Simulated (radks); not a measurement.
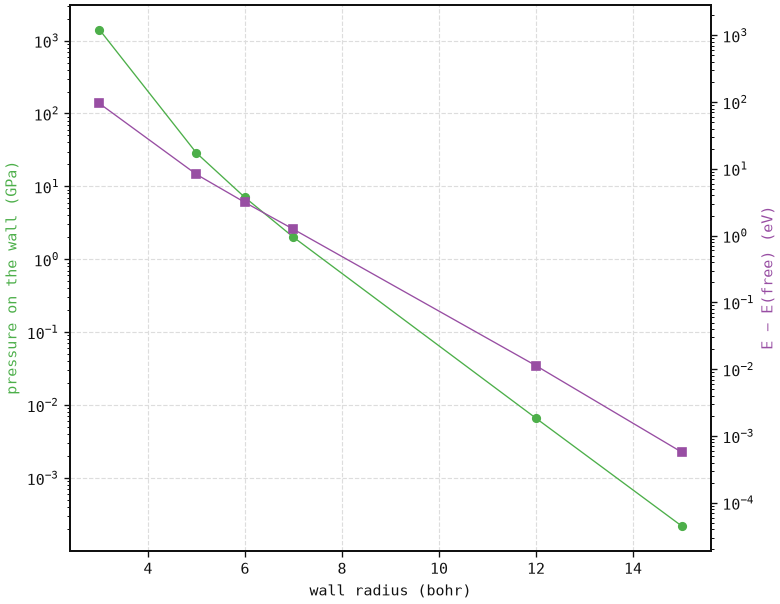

System: the neutral terbium atom, configuration [Xe] 4f9 6s2 (high spin). It is put inside a hard spherical wall of varying radius. Computed with the in-house radial solver radks: scalar-relativistic Kohn-Sham, PBE, spin-polarised, spherical densities, finite nucleus. The plot shows the pressure on the wall (left axis) and the energy above the free species (right axis).

> How do pressure and energy grow as the wall closes in?

The pressure grows from 0.00022 GPa at 15 bohr through 2.0 GPa at 7 bohr to 1400 GPa at 3 bohr, and the energy above the free species from 0.000576 eV through 1.25 eV to 95.2 eV. The pressure is −dE/dV with V = 4πR³/3.
